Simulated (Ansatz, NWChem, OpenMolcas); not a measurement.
## Strength of the As–H bond: AsH3 → AsH2 + H

Species: AsH3 (arsine) `[AsH3]`, singlet; AsH2 `[AsH2]`, doublet; H atom, doublet. 

Shapes, held fixed at every level: PBE0-D4/def2-TZVP. Programs: Ansatz 0.2.0, NWChem 7.3.0, OpenMolcas 26.06. A level may come from different programs for different species; with the same settings they agree closely. The zero-point and thermal change to 298 K, harmonic and unscaled (PBE0-D4/def2-TZVP, UPBE0-D4/def2-TZVP), is -19.3 kJ/mol.

```tsv
level	kind	ΔH(298 K) (kJ/mol)	less CCSD(T)/cc-pVTZ
SVWN5/cc-pVTZ	LDA	+352.4	+39.3
B3LYP/6-31G* (spherical functions)	global hybrid	+307.2	-5.9
M06-2X/cc-pVTZ	global hybrid	+292.5	-20.6
PBE0/cc-pVTZ	global hybrid	+301.5	-11.6
wB97X/cc-pVTZ	range-separated hybrid	+311.9	-1.2
RPA@PBE0/cc-pVTZ	RPA	+304.8	-8.3
MP2/cc-pVTZ	perturbation theory	+304.4	-8.7
CCSD(T)/cc-pVTZ	coupled cluster or CI	+313.1	0.0
```

The highest level, CCSD(T)/cc-pVTZ, gives ΔH(298 K) = +313.1 kJ/mol; the levels span +292.5 to +352.4. The column of differences is taken from that level and isn't an error. No measured value is set beside it here. Open shells run unrestricted unless RO is named. Relativity is left out for As unless named. Correlated rows may include outer-core shells of As, which these sets cover unevenly.

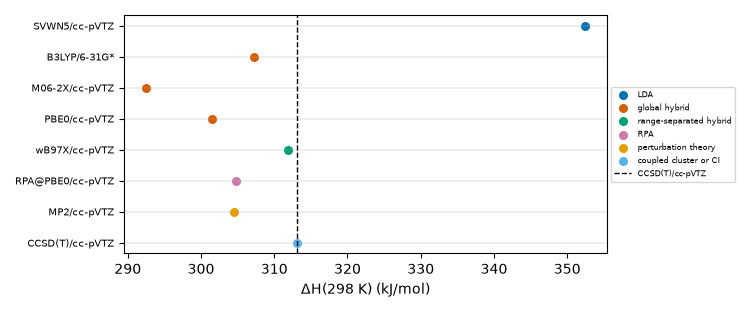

The values of the table, level by level.
